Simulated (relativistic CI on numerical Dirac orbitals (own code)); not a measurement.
# Hf⁺: one ion under different settings

How much do the settings matter for Hf⁺? One ion, several inputs.

Method: Dirac-Coulomb-Breit CI, KLI orbitals optimised for each configuration, model QED (radiative potential, 1s self-energy scaled to tabulated hydrogen-like ionisation energies), numerical settings as typed. Code: relativistic CI on numerical Dirac orbitals (own code) version 3.

## 1. The atom as given

| Property | Result |
| --- | --- |
| ion | Hf⁺ (Hf II) |
| nuclear charge | 72 |
| electrons | 71 |
| isotope | A = 180 |

## 2. The usual input

Input settings:

```ini
atom Hf  Z=72  charge=1  electrons=71
nucleus A=180  rms_radius_fm=5.3470
hamiltonian dirac-coulomb  breit=on  qed=on  c_scale=1
orbitals kli  potential=per-configuration
slater_scale 1
correlation none
mixing on
grid step=0.0125 r_max=129.7
scf mixing=0.4 start=green max_iterations=150 tolerance=2e-08 node_fill=0.05
configurations
  [Xe] 4f14 5d 6s2
  [Xe] 4f14 5d2 6s
end
```

The run is started by

```
python run_levels.py task.json out
```

One command runs all members of the session, one after another, from task.json.

Results of the run (chosen fields of its result record, rounded):

```text
{
  "status": "converged",
  "levels [i, E_cm, J2, conf, term, w_term, w_jj]": [
    [0, 0, 3, "5d2 6s", "4F", 0.826, 0.7778],
    [1, 1076.8631, 5, "5d2 6s", "4F", 0.9496, 0.5267],
    [2, 1749.4915, 3, "5d 6s2", "2D", 0.7021, 0.7021],
    [3, 2485.6461, 7, "5d2 6s", "4F", 0.9945, 0.8556],
    [4, 3984.1129, 5, "5d 6s2", "2D", 0.6977, 0.6977],
    [5, 4131.3153, 9, "5d2 6s", "4F", 0.9941, 0.735],
    [6, 10067.232, 1, "5d2 6s", "4P", 0.993, 0.4784],
    [7, 10646.364, 3, "5d2 6s", "4P", 0.9926, 0.9395],
    [8, 11348.891, 5, "5d2 6s", "4P", 0.9494, 0.5536],
    [9, 14833.664, 5, "5d2 6s", "2F", 0.9225, 0.5841],
    [10, 17076.337, 7, "5d2 6s", "2F", 0.6762, 0.8397],
    [11, 17528.488, 3, "5d2 6s", "2D", 0.7776, 0.3336],
    [12, 18379.455, 9, "5d2 6s", "2G", 0.9941, 0.735],
    [13, 18802.714, 5, "5d2 6s", "2D", 0.6763, 0.5652],
    "... 4 more rows left out ..."
  ],
  "total_energy [Ha]": -15062.339511,
  "n_levels_all": 18,
  "overlap": 1.53224e-11,
  "scf_iterations": [16, 13],
  "orbital_energies [Ha]": {"1s": -2393.43, "2s": -409.351, "2p1/2": -390.912, "2p3/2": -347.227, "3s": -93.6394, "3p1/2": -85.4791, "3p3/2": -76.1112, "3d3/2": -62.3244, "3d5/2": -60.283, "4s": -19.3489, "4p1/2": -16.002, "4p3/2": -13.8741, "4d3/2": -8.37426, "4d5/2": -7.98482, "4f5/2": -1.19456, "4f7/2": -1.13068, "5s": -2.94985, "5p1/2": -1.99949, "5p3/2": -1.71218, "5d3/2": -0.564226, "5d5/2": -0.544703, "6s": -0.608969},
  "configurations [conf, odd, states, E_av_Ha, breit_Ha, qed_Ha]": [
    ["5d 6s2", 0, 10, -15088.48221, 15.6, 10.57],
    ["5d2 6s", 0, 90, -15088.45303, 15.6, 10.57]
  ],
  "scf_steps of the first configuration [iteration, E_Ha, residual, outer_eigenvalue_Ha]": [
    [1, -15061.33167, 3.08, -0.8373],
    [2, -15087.44271, 0.581, -0.549],
    [3, -15088.22455, 0.289, -0.5665],
    [4, -15088.4572, 0.128, -0.5884],
    [5, -15088.47084, 0.0485, -0.603],
    [6, -15088.48552, 0.0226, -0.608],
    [7, -15088.48464, 0.0141, -0.6077],
    [8, -15088.48199, 0.00148, -0.6089],
    [9, -15088.48237, 0.000782, -0.6089],
    [10, -15088.4822, 0.000102, -0.609],
    [11, -15088.48221, 7.52e-06, -0.609],
    [12, -15088.48221, 2.46e-06, -0.609],
    [13, -15088.48221, 4.35e-07, -0.609],
    [14, -15088.48221, 1.48e-07, -0.609],
    [15, -15088.48221, 2.3e-08, -0.609],
    [16, -15088.48221, 2.5e-09, -0.609]
  ]
}
```

Wall time 0.27 s (1 thread, shared host).

## 3. End of the grid 90.79

The settings differ from step 2 so:

```diff
@@ -7,3 +7,3 @@
 mixing on
-grid step=0.0125 r_max=129.7
+grid step=0.0125 r_max=90.79
 scf mixing=0.4 start=green max_iterations=150 tolerance=2e-08 node_fill=0.05
```

Results of the run:

```text
{
  "status": "converged",
  "levels [i, E_cm, J2, conf, term, w_term]": [
    [0, 0, 3, "5d2 6s", "4F", 0.826],
    [1, 1076.8631, 5, "5d2 6s", "4F", 0.9496],
    [2, 1749.4915, 3, "5d 6s2", "2D", 0.7021],
    [3, 2485.6461, 7, "5d2 6s", "4F", 0.9945],
    [4, 3984.1129, 5, "5d 6s2", "2D", 0.6977],
    [5, 4131.3153, 9, "5d2 6s", "4F", 0.9941],
    [6, 10067.232, 1, "5d2 6s", "4P", 0.993],
    [7, 10646.364, 3, "5d2 6s", "4P", 0.9926],
    "... 10 more rows left out ..."
  ],
  "total_energy [Ha]": -15062.339511,
  "n_levels_all": 18,
  "overlap": 1.53228e-11,
  "scf_iterations": [16, 13],
  "orbital_energies [Ha]": {"1s": -2393.43, "2s": -409.351, "2p1/2": -390.912, "2p3/2": -347.227, "3s": -93.6394, "3p1/2": -85.4791, "3p3/2": -76.1112, "3d3/2": -62.3244, "3d5/2": -60.283, "4s": -19.3489, "4p1/2": -16.002, "4p3/2": -13.8741, "4d3/2": -8.37426, "4d5/2": -7.98482, "4f5/2": -1.19456, "4f7/2": -1.13068, "5s": -2.94985, "5p1/2": -1.99949, "5p3/2": -1.71218, "5d3/2": -0.564226, "5d5/2": -0.544703, "6s": -0.608969},
  "configurations [conf, odd, states, E_av_Ha, breit_Ha, qed_Ha]": [
    ["5d 6s2", 0, 10, -15088.48221, 15.6, 10.57],
    ["5d2 6s", 0, 90, -15088.45303, 15.6, 10.57]
  ],
  "scf_steps of the first configuration [iteration, E_Ha, residual, outer_eigenvalue_Ha]": [
    [1, -15061.33167, 3.08, -0.8373],
    [2, -15087.44271, 0.581, -0.549],
    [3, -15088.22455, 0.289, -0.5665],
    [4, -15088.4572, 0.128, -0.5884],
    [5, -15088.47084, 0.0485, -0.603],
    [6, -15088.48552, 0.0226, -0.608],
    [7, -15088.48464, 0.0141, -0.6077],
    [8, -15088.48199, 0.00148, -0.6089],
    [9, -15088.48237, 0.000782, -0.6089],
    [10, -15088.4822, 0.000102, -0.609],
    [11, -15088.48221, 7.52e-06, -0.609],
    [12, -15088.48221, 2.46e-06, -0.609],
    [13, -15088.48221, 4.35e-07, -0.609],
    [14, -15088.48221, 1.48e-07, -0.609],
    [15, -15088.48221, 2.3e-08, -0.609],
    [16, -15088.48221, 2.5e-09, -0.609]
  ]
}
```

Run time: 0.27 s. Hardware: 1 thread, shared host.

## 4. Start potential thomas-fermi

The settings differ from step 3 so:

```diff
@@ -7,4 +7,4 @@
 mixing on
-grid step=0.0125 r_max=90.79
-scf mixing=0.4 start=green max_iterations=150 tolerance=2e-08 node_fill=0.05
+grid step=0.0125 r_max=129.7
+scf mixing=0.4 start=thomas-fermi max_iterations=150 tolerance=2e-08 node_fill=0.05
 configurations
```

Results of the run:

```text
{
  "status": "converged",
  "levels [i, E_cm, J2, conf, term, w_term]": [
    [0, 0, 3, "5d2 6s", "4F", 0.826],
    [1, 1076.8631, 5, "5d2 6s", "4F", 0.9496],
    [2, 1749.492, 3, "5d 6s2", "2D", 0.7021],
    [3, 2485.646, 7, "5d2 6s", "4F", 0.9945],
    [4, 3984.1133, 5, "5d 6s2", "2D", 0.6977],
    [5, 4131.3152, 9, "5d2 6s", "4F", 0.9941],
    [6, 10067.232, 1, "5d2 6s", "4P", 0.993],
    [7, 10646.364, 3, "5d2 6s", "4P", 0.9926],
    "... 10 more rows left out ..."
  ],
  "total_energy [Ha]": -15062.339511,
  "n_levels_all": 18,
  "overlap": 1.53235e-11,
  "scf_iterations": [14, 13],
  "orbital_energies [Ha]": {"1s": -2393.43, "2s": -409.351, "2p1/2": -390.912, "2p3/2": -347.227, "3s": -93.6394, "3p1/2": -85.4791, "3p3/2": -76.1112, "3d3/2": -62.3244, "3d5/2": -60.283, "4s": -19.3489, "4p1/2": -16.002, "4p3/2": -13.8741, "4d3/2": -8.37426, "4d5/2": -7.98482, "4f5/2": -1.19456, "4f7/2": -1.13068, "5s": -2.94985, "5p1/2": -1.99949, "5p3/2": -1.71218, "5d3/2": -0.564226, "5d5/2": -0.544703, "6s": -0.608969},
  "configurations [conf, odd, states, E_av_Ha, breit_Ha, qed_Ha]": [
    ["5d 6s2", 0, 10, -15088.48221, 15.6, 10.57],
    ["5d2 6s", 0, 90, -15088.45303, 15.6, 10.57]
  ],
  "scf_steps of the first configuration [iteration, E_Ha, residual, outer_eigenvalue_Ha]": [
    [1, -15087.52485, 0.562, -0.4344],
    [2, -15088.31129, 0.129, -0.4865],
    [3, -15088.4502, 0.063, -0.5323],
    [4, -15088.47558, 0.0362, -0.5625],
    [5, -15088.48167, 0.0225, -0.5842],
    [6, -15088.48114, 0.00446, -0.6088],
    [7, -15088.48111, 0.00456, -0.6088],
    [8, -15088.48188, 0.00178, -0.6089],
    [9, -15088.48222, 1.13e-05, -0.609],
    [10, -15088.48221, 1.91e-05, -0.609],
    [11, -15088.48221, 7.26e-06, -0.609],
    [12, -15088.48221, 3.8e-07, -0.609],
    [13, -15088.48221, 1.97e-07, -0.609],
    [14, -15088.48221, 9.43e-09, -0.609]
  ]
}
```

Wall time 0.26 s (1 thread, shared host).

## 5. Breit term off, iteration limit 20

Input settings:

```ini
atom Hf  Z=72  charge=1  electrons=71
nucleus A=180  rms_radius_fm=5.3470
hamiltonian dirac-coulomb  breit=off  qed=on  c_scale=1
orbitals kli  potential=per-configuration
slater_scale 1
correlation none
mixing on
grid step=0.0125 r_max=129.7
scf mixing=0.4 start=green max_iterations=20 tolerance=2e-08 node_fill=0.05
configurations
  [Xe] 4f14 5d 6s2
  [Xe] 4f14 5d2 6s
end
```

Results of the run:

```text
{
  "status": "converged",
  "levels [i, E_cm, J2, conf, term, w_term]": [
    [0, 0, 3, "5d2 6s", "4F", 0.8095],
    [1, 1132.8393, 5, "5d2 6s", "4F", 0.9456],
    [2, 1743.5408, 3, "5d 6s2", "2D", 0.6939],
    [3, 2607.7862, 7, "5d2 6s", "4F", 0.9941],
    [4, 4056.3479, 5, "5d 6s2", "2D", 0.6971],
    [5, 4320.2713, 9, "5d2 6s", "4F", 0.9935],
    [6, 10139.964, 1, "5d2 6s", "4P", 0.9924],
    [7, 10751.905, 3, "5d2 6s", "4P", 0.9921],
    "... 10 more rows left out ..."
  ],
  "total_energy [Ha]": -15077.941948,
  "n_levels_all": 18,
  "overlap": 1.53224e-11,
  "scf_iterations": [16, 13],
  "orbital_energies [Ha]": {"1s": -2393.43, "2s": -409.351, "2p1/2": -390.912, "2p3/2": -347.227, "3s": -93.6394, "3p1/2": -85.4791, "3p3/2": -76.1112, "3d3/2": -62.3244, "3d5/2": -60.283, "4s": -19.3489, "4p1/2": -16.002, "4p3/2": -13.8741, "4d3/2": -8.37426, "4d5/2": -7.98482, "4f5/2": -1.19456, "4f7/2": -1.13068, "5s": -2.94985, "5p1/2": -1.99949, "5p3/2": -1.71218, "5d3/2": -0.564226, "5d5/2": -0.544703, "6s": -0.608969},
  "configurations [conf, odd, states, E_av_Ha, breit_Ha, qed_Ha]": [
    ["5d 6s2", 0, 10, -15088.48221, 0, 10.57],
    ["5d2 6s", 0, 90, -15088.45303, 0, 10.57]
  ],
  "scf_steps of the first configuration [iteration, E_Ha, residual, outer_eigenvalue_Ha]": [
    [1, -15061.33167, 3.08, -0.8373],
    [2, -15087.44271, 0.581, -0.549],
    [3, -15088.22455, 0.289, -0.5665],
    [4, -15088.4572, 0.128, -0.5884],
    [5, -15088.47084, 0.0485, -0.603],
    [6, -15088.48552, 0.0226, -0.608],
    [7, -15088.48464, 0.0141, -0.6077],
    [8, -15088.48199, 0.00148, -0.6089],
    [9, -15088.48237, 0.000782, -0.6089],
    [10, -15088.4822, 0.000102, -0.609],
    [11, -15088.48221, 7.52e-06, -0.609],
    [12, -15088.48221, 2.46e-06, -0.609],
    [13, -15088.48221, 4.35e-07, -0.609],
    [14, -15088.48221, 1.48e-07, -0.609],
    [15, -15088.48221, 2.3e-08, -0.609],
    [16, -15088.48221, 2.5e-09, -0.609]
  ]
}
```

It took 0.25 s on 1 thread, shared host.

## 6. Comparison

| setting | total energy less usual (Ha) | largest shift of a level among the lowest eight of both runs, same label and place (cm⁻¹) | SCF iterations | time | lowest level | kind of change |
| --- | --- | --- | --- | --- | --- | --- |
| usual | 0 | 0 | 29 | 0.27 s | 5d2 6s 4F3/2 | - |
| end of the grid 90.79 | 0 | 0 | 29 | 0.27 s | 5d2 6s 4F3/2 | numerical |
| start potential thomas-fermi | 0 | 0 | 27 | 0.26 s | 5d2 6s 4F3/2 | numerical |
| Breit term off, iteration limit 20 | -15.6 | 189 | 29 | 0.25 s | 5d2 6s 4F3/2 | model term |

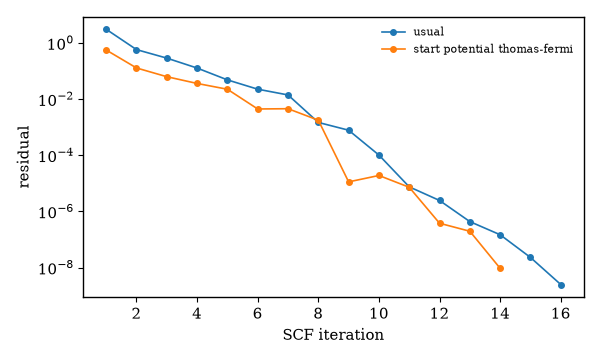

Residual of the first configuration's SCF.

## 7. What came out

| quantity | value |
| --- | --- |
| lowest level, usual settings | 5d2 6s 4F3/2 |
| total energy | -15062.3395 Ha |
| first excitation | 1076.9 cm⁻¹ |

In words: Among the runs whose levels can be followed, they move most under «Breit term off, iteration limit 20» (model term), by up to 189 cm⁻¹. No visible change in the result comes from «end of the grid 90.79» or «start potential thomas-fermi». Only the listed configurations are in the model. The computed lowest level is not of the first configuration typed, so it may not be the ion's true ground level. In a near-neutral ion this small CI can misplace whole configurations by 10,000 cm⁻¹ or more, above all where the count of f electrons changes.
